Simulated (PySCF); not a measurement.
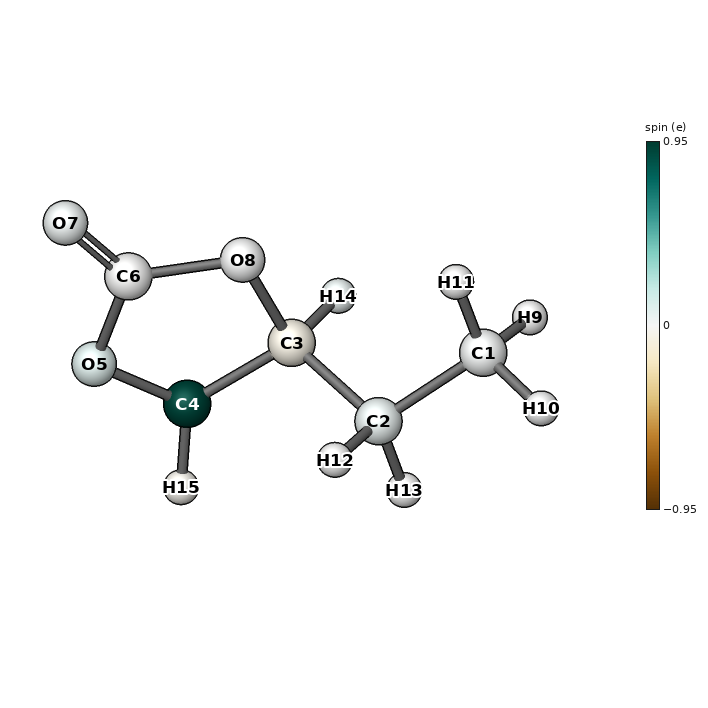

Atoms are coloured by their Mulliken spin populations. State: neutral, doublet. The geometry was computed by an optimisation with GFN2-xTB. No frequency run is at hand to confirm it as a minimum. Method: UKS B3LYP, pcH-1 on C H O, non-relativistic (PySCF 2.14.0).

Question: Which atom carries the largest spin population?

Answer: C4 (0.91 e).

Question: Which atom has the lowest spin population?

Answer: C3 (−0.07 e); a negative value comes from spin polarisation.

List the Mulliken spin populations.

```
atom  value (e)
  C1       0.01
  C2       0.04
  C3      −0.07
  C4       0.91
  O5       0.08
  C6       0.00
  O7       0.03
  O8       0.00
  H9       0.00
 H10       0.00
 H11       0.00
 H12       0.00
 H13       0.00
 H14       0.04
 H15      −0.03
```

Mulliken values depend strongly on the basis set.
